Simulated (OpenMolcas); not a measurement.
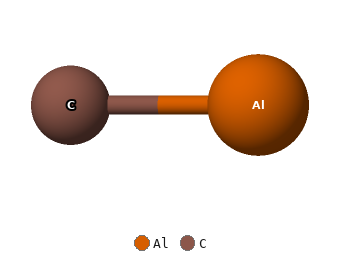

**Figure 1.** The molecule at the reference distance of 1.993 Å.

**AlC: relativistic diatomic calculation (part 1 of 2)**

System: AlC.
Method: SA-CASSCF(7,8)/XMS-CASPT2 + RASSI spin-orbit (X2C scalar, AMFI), ANO-RCC-VTZP (OpenMolcas).

## Log (extracts)
```
++    Wave function specifications:
      Number of closed shell electrons          12
      Number of electrons in active shells       7
      Number of inactive orbitals                6
      Number of active orbitals                  8
      Number of secondary orbitals              50
      Spin quantum number                      1.5
      State symmetry                             1
++    Orbital specifications:
      Symmetry species                           1   2
                                                 a   b
      Frozen orbitals                            0   0
      Inactive orbitals                          4   2
      Active orbitals                            4   4
      RAS2 orbitals                              4   4
      Secondary orbitals                        26  24
      Number of basis functions                 34  30
      printout of CI-coefficients larger than  0.15 for root  1
      energy=    -280.158832
      conf/sym  1111 2222     Coeff  Weight
            98  02u2 u0u0  -0.15615 0.02438
           101  02u2 0u0u  -0.15615 0.02438
           102  02u2 00uu   0.50620 0.25624
           120  0u22 00uu   0.78892 0.62240
      printout of CI-coefficients larger than  0.15 for root  2
      energy=    -280.060481
      conf/sym  1111 2222     Coeff  Weight
           102  02u2 00uu   0.62169 0.38650
           116  0u22 u0u0  -0.40905 0.16732
           119  0u22 0u0u  -0.40905 0.16732
           120  0u22 00uu  -0.43093 0.18570
      printout of CI-coefficients larger than  0.15 for root  3
      energy=    -280.022385
      conf/sym  1111 2222     Coeff  Weight
           116  0u22 u0u0  -0.22257 0.04954
           117  0u22 0uu0  -0.64557 0.41676
           118  0u22 u00u  -0.64556 0.41675
           119  0u22 0u0u   0.22257 0.04954
      printout of CI-coefficients larger than  0.15 for root  4
      energy=    -280.022385
      conf/sym  1111 2222     Coeff  Weight
           116  0u22 u0u0  -0.64557 0.41675
           117  0u22 0uu0   0.22257 0.04954
           118  0u22 u00u   0.22257 0.04954
           119  0u22 0u0u   0.64557 0.41676
      printout of CI-coefficients larger than  0.15 for root  5
      energy=    -280.019491
      conf/sym  1111 2222     Coeff  Weight
           117  0u22 0uu0   0.68147 0.46440
           118  0u22 u00u  -0.68147 0.46440
      Natural orbitals and occupation numbers for root  1
      sym 1:   0.021740   1.015611   1.887207   1.979126
      sym 2:   0.061536   0.061536   0.986622   0.986622
      Natural orbitals and occupation numbers for root  2
      sym 1:   0.032201   1.180565   1.752160   1.966801
      sym 2:   0.206404   0.206404   0.827732   0.827732
      Natural orbitals and occupation numbers for root  3
      sym 1:   0.031147   0.992911   1.933966   1.961385
      sym 2:   0.511576   0.511581   0.528719   0.528714
      Natural orbitals and occupation numbers for root  4
      sym 1:   0.031147   0.992911   1.933966   1.961385
      sym 2:   0.511577   0.511580   0.528718   0.528715
      Natural orbitals and occupation numbers for root  5
      sym 1:   0.031103   0.992132   1.928063   1.960800
      sym 2:   0.512114   0.512108   0.531837   0.531843
      RASSCF energy for state  5                   -280.01949090
::    RASSCF root number  1 Total energy:   -280.15883169
::    RASSCF root number  2 Total energy:   -280.06048052
::    RASSCF root number  3 Total energy:   -280.02238545
::    RASSCF root number  4 Total energy:   -280.02238545
::    RASSCF root number  5 Total energy:   -280.01949090
      Von Neumann Entropy (Root   1) =  1.97622
++    Wave function specifications:
      Number of closed shell electrons           6
      Number of electrons in active shells       7
      Number of inactive orbitals                3
      Number of active orbitals                  8
      Number of secondary orbitals              50
      Spin quantum number                      1.5
      State symmetry                             1
      Number of CSFs                           672
      Number of CASSCF root(s) available         5
      CASPT2 state passed to geometry opt.       5
      A file JOBMIX will be created
      This is a MULTI-STATE CASSCF reference
      Number of CI roots used                    5
      These are:                                 1   2   3   4   5
      Off-diagonal elements of Heff are computed
  FINAL CASPT2 RESULT:
      Reference energy:        -280.1588316863
      E2 (Non-variational):      -0.2795354600
      Shift correction:          -0.0016205306
      E2 (Variational):          -0.2811559906
      Total energy:            -280.4399876768
      Reference weight:           0.93883
  FINAL CASPT2 RESULT:
      Reference energy:        -280.0604805211
      E2 (Non-variational):      -0.2750520683
      Shift correction:          -0.0015900073
      E2 (Variational):          -0.2766420756
      Total energy:            -280.3371225967
      Reference weight:           0.94079
  FINAL CASPT2 RESULT:
      Reference energy:        -280.0223854512
      E2 (Non-variational):      -0.2759121954
      Shift correction:          -0.0015570363
      E2 (Variational):          -0.2774692318
      Total energy:            -280.2998546829
      Reference weight:           0.94092
  FINAL CASPT2 RESULT:
      Reference energy:        -280.0223854511
      E2 (Non-variational):      -0.2758765273
      Shift correction:          -0.0015596908
      E2 (Variational):          -0.2774362181
      Total energy:            -280.2998216692
      Reference weight:           0.94090
  FINAL CASPT2 RESULT:
      Reference energy:        -280.0194908971
      E2 (Non-variational):      -0.2757771195
      Shift correction:          -0.0015378611
      E2 (Variational):          -0.2773149806
      Total energy:            -280.2968058777
      Reference weight:           0.94112
       Total XMS-CASPT2 energies:
::    XMS-CASPT2 Root  1     Total energy:   -280.44296549
::    XMS-CASPT2 Root  2     Total energy:   -280.33414478
::    XMS-CASPT2 Root  3     Total energy:   -280.29986022
::    XMS-CASPT2 Root  4     Total energy:   -280.29981613
::    XMS-CASPT2 Root  5     Total energy:   -280.29680588
++    Wave function specifications:
      Number of closed shell electrons          12
      Number of electrons in active shells       7
      Number of inactive orbitals                6
      Number of active orbitals                  8
      Number of secondary orbitals              50
      Spin quantum number                      0.5
      State symmetry                             2
      printout of CI-coefficients larger than  0.15 for root  1
      energy=    -280.118068
      conf/sym  1111 2222     Coeff  Weight
            39  0222 00u0   0.21002 0.04411
           404  0202 00u2  -0.19224 0.03696
           449  0022 02u0   0.15578 0.02427
           457  0022 0udu  -0.18485 0.03417
           464  0022 00u2   0.82484 0.68037
      printout of CI-coefficients larger than  0.15 for root  2
      energy=    -280.118068
      conf/sym  1111 2222     Coeff  Weight
            40  0222 000u  -0.21002 0.04411
           398  0202 002u  -0.19224 0.03696
           453  0022 200u  -0.15578 0.02427
           458  0022 002u   0.82484 0.68037
           811  0uu2 d0du  -0.16829 0.02832
      printout of CI-coefficients larger than  0.15 for root  3
      energy=    -280.093808
      conf/sym  1111 2222     Coeff  Weight
            37  0222 u000  -0.16584 0.02750
            39  0222 00u0  -0.90882 0.82596
      printout of CI-coefficients larger than  0.15 for root  4
      energy=    -280.093808
      conf/sym  1111 2222     Coeff  Weight
            38  0222 0u00   0.16584 0.02750
            40  0222 000u   0.90882 0.82596
      printout of CI-coefficients larger than  0.15 for root  5
      energy=    -280.037719
      conf/sym  1111 2222     Coeff  Weight
           397  0202 0udu   0.19028 0.03621
           402  0202 u002  -0.15389 0.02368
           457  0022 0udu  -0.46590 0.21706
           462  0022 u002   0.39127 0.15309
           464  0022 00u2  -0.24909 0.06205
           807  0uu2 02d0  -0.15388 0.02368
           820  0uu2 0udd   0.15979 0.02553
           824  0uu2 00d2  -0.58145 0.33809
      printout of CI-coefficients larger than  0.15 for root  6
      energy=    -280.037719
      conf/sym  1111 2222     Coeff  Weight
           392  0202 0u20   0.15389 0.02368
           400  0202 u0ud  -0.18194 0.03310
           452  0022 0u20  -0.39127 0.15309
           458  0022 002u  -0.24909 0.06205
           460  0022 u0ud   0.45193 0.20424
           813  0uu2 200d   0.15388 0.02368
           819  0uu2 u0dd   0.15979 0.02553
           821  0uu2 002d  -0.58145 0.33809
      Natural orbitals and occupation numbers for root  1
      sym 1:   0.017520   0.318152   1.752917   1.974610
      sym 2:   0.051564   0.200949   0.971538   1.712749
      Natural orbitals and occupation numbers for root  2
      sym 1:   0.017520   0.318152   1.752917   1.974610
      sym 2:   0.200948   0.051564   1.712750   0.971538
      Natural orbitals and occupation numbers for root  3
      sym 1:   0.026891   1.843302   1.907203   1.958848
      sym 2:   0.051282   0.067201   0.996867   0.148405
      Natural orbitals and occupation numbers for root  4
      sym 1:   0.026891   1.843302   1.907204   1.958849
      sym 2:   0.067201   0.051282   0.148405   0.996866
      Natural orbitals and occupation numbers for root  5
      sym 1:   0.022005   0.600860   1.399380   1.962189
      sym 2:   0.232597   0.418923   0.792795   1.571252
      Natural orbitals and occupation numbers for root  6
      sym 1:   0.022005   0.600861   1.399378   1.962189
      sym 2:   0.418921   0.232597   1.571254   0.792795
      RASSCF energy for state  6                   -280.03771887
::    RASSCF root number  1 Total energy:   -280.11806814
::    RASSCF root number  2 Total energy:   -280.11806814
::    RASSCF root number  3 Total energy:   -280.09380768
::    RASSCF root number  4 Total energy:   -280.09380768
::    RASSCF root number  5 Total energy:   -280.03771888
::    RASSCF root number  6 Total energy:   -280.03771887
      Von Neumann Entropy (Root   1) =  1.83342
++    Wave function specifications:
      Number of closed shell electrons           6
      Number of electrons in active shells       7
      Number of inactive orbitals                3
      Number of active orbitals                  8
      Number of secondary orbitals              50
      Spin quantum number                      0.5
      State symmetry                             2
      Number of CSFs                          1176
      Number of CASSCF root(s) available         6
      CASPT2 state passed to geometry opt.       6
      A file JOBMIX will be created
      This is a MULTI-STATE CASSCF reference
      Number of CI roots used                    6
      These are:                                 1   2   3   4   5   6
      Off-diagonal elements of Heff are computed
  FINAL CASPT2 RESULT:
      Reference energy:        -280.1180681428
      E2 (Non-variational):      -0.2804469579
      Shift correction:          -0.0016385702
      E2 (Variational):          -0.2820855281
      Total energy:            -280.4001536709
      Reference weight:           0.93713
  FINAL CASPT2 RESULT:
      Reference energy:        -280.1180681424
      E2 (Non-variational):      -0.2804469603
      Shift correction:          -0.0016385700
      E2 (Variational):          -0.2820855304
      Total energy:            -280.4001536728
      Reference weight:           0.93713
  FINAL CASPT2 RESULT:
      Reference energy:        -280.0938076845
      E2 (Non-variational):      -0.2895809745
      Shift correction:          -0.0019423494
      E2 (Variational):          -0.2915233240
      Total energy:            -280.3853310085
      Reference weight:           0.93250
  FINAL CASPT2 RESULT:
      Reference energy:        -280.0938076840
      E2 (Non-variational):      -0.2895809947
      Shift correction:          -0.0019423492
      E2 (Variational):          -0.2915233439
      Total energy:            -280.3853310280
      Reference weight:           0.93250
  FINAL CASPT2 RESULT:
      Reference energy:        -280.0377188771
      E2 (Non-variational):      -0.2776099944
      Shift correction:          -0.0023610711
      E2 (Variational):          -0.2799710655
      Total energy:            -280.3176899427
      Reference weight:           0.93369
  FINAL CASPT2 RESULT:
      Reference energy:        -280.0377188726
      E2 (Non-variational):      -0.2776099744
      Shift correction:          -0.0023610691
      E2 (Variational):          -0.2799710435
      Total energy:            -280.3176899160
      Reference weight:           0.93369
       Total XMS-CASPT2 energies:
::    XMS-CASPT2 Root  1     Total energy:   -280.40295833
::    XMS-CASPT2 Root  2     Total energy:   -280.40295830
::    XMS-CASPT2 Root  3     Total energy:   -280.38170214
::    XMS-CASPT2 Root  4     Total energy:   -280.38170214
::    XMS-CASPT2 Root  5     Total energy:   -280.31851418
::    XMS-CASPT2 Root  6     Total energy:   -280.31851415
++    Wave function specifications:
      Number of closed shell electrons          12
      Number of electrons in active shells       7
      Number of inactive orbitals                6
      Number of active orbitals                  8
      Number of secondary orbitals              50
      Spin quantum number                      0.5
      State symmetry                             1
      printout of CI-coefficients larger than  0.15 for root  1
      energy=    -280.104792
      conf/sym  1111 2222     Coeff  Weight
           320  0u22 00du  -0.81026 0.65652
           323  0u22 00ud   0.46788 0.21891
      printout of CI-coefficients larger than  0.15 for root  2
      energy=    -280.104094
      conf/sym  1111 2222     Coeff  Weight
           317  0u22 0020  -0.65392 0.42761
           324  0u22 0002   0.65394 0.42764
      printout of CI-coefficients larger than  0.15 for root  3
      energy=    -280.104094
      conf/sym  1111 2222     Coeff  Weight
           320  0u22 00du  -0.46246 0.21387
           323  0u22 00ud  -0.80086 0.64138
      printout of CI-coefficients larger than  0.15 for root  4
      energy=    -280.090403
      conf/sym  1111 2222     Coeff  Weight
           317  0u22 0020  -0.64507 0.41612
           324  0u22 0002  -0.64504 0.41608
      printout of CI-coefficients larger than  0.15 for root  5
      energy=    -280.016199
      conf/sym  1111 2222     Coeff  Weight
           272  02u2 00du   0.35262 0.12434
           275  02u2 00ud  -0.20379 0.04153
           314  0u22 0du0   0.17927 0.03214
           316  0u22 0ud0   0.57081 0.32582
           318  0u22 d00u  -0.17922 0.03212
           321  0u22 u00d  -0.57102 0.32606
      printout of CI-coefficients larger than  0.15 for root  6
      energy=    -280.013737
      conf/sym  1111 2222     Coeff  Weight
           269  02u2 0020  -0.52764 0.27841
           276  02u2 0002   0.52754 0.27830
           315  0u22 u0d0  -0.38629 0.14922
           322  0u22 0u0d   0.38620 0.14915
      printout of CI-coefficients larger than  0.15 for root  7
      energy=    -280.013737
      conf/sym  1111 2222     Coeff  Weight
           272  02u2 00du   0.37316 0.13925
           275  02u2 00ud   0.64611 0.41746
           316  0u22 0ud0   0.38638 0.14929
           321  0u22 u00d   0.38611 0.14908
      Natural orbitals and occupation numbers for root  1
      sym 1:   0.039771   1.008617   1.909210   1.976933
      sym 2:   0.051632   0.051628   0.981104   0.981105
      Natural orbitals and occupation numbers for root  2
      sym 1:   0.030101   1.020953   1.898400   1.976763
      sym 2:   0.071887   0.071888   0.964964   0.965045
      Natural orbitals and occupation numbers for root  3
      sym 1:   0.030101   1.020953   1SPIN-FREE ENERGIES:
  (Shifted by EMIN (a.u.) =       -280.4429654895)
 SF State       Relative EMIN(au)   Rel lowest level(eV)    D:o, cm**(-1)      Abs_M
     1             0.0000000000        0.0000000000              0.0000         0.0
     6             0.0400071633        1.0886503740           8780.5574         1.0
     7             0.0400071886        1.0886510627           8780.5630         1.0
    12             0.0461842126        1.2567364468          10136.2630         0.0
    13             0.0486501219        1.3238372589          10677.4676         2.0
    14             0.0487675140        1.3270316608          10703.2322         2.0
     8             0.0612633486        1.6670606422          13445.7509         1.0
     9             0.0612633505        1.6670606940          13445.7513         1.0
    15             0.0672620781        1.8302943862          14762.3198         0.0
    19             0.0887469620        2.4149278605          19477.7068         1.0
    20             0.0887469620        2.4149278605          19477.7068         1.0
     2             0.1088207054        2.9611622470          23883.3842         0.0
    10             0.1244513091        3.3864926420          27313.9052         1.0
    11             0.1244513378        3.3864934226          27313.9115         1.0
    23             0.1295286905        3.5246552281          28428.2616         1.0
    24             0.1295286948        3.5246553431          28428.2625         1.0
    21             0.1332931155        3.6270904505          29254.4574         1.0
    22             0.1332931155        3.6270904505          29254.4574         1.0
    16             0.1429996930        3.8912198795          31384.8049         0.0
     3             0.1431052711        3.8940928048          31407.9766         2.0
     4             0.1431493558        3.8952924103          31417.6521         2.0
    17             0.1435451222        3.9060617638          31504.5128         2.0
    18             0.1438280765        3.9137613413          31566.6141         2.0
     5             0.1461596118        3.9772056512          32078.3269         0.0
```

(Continued in part 2.) Outcome of the run: converged; components of a degenerate state are split by 62 cm⁻¹.
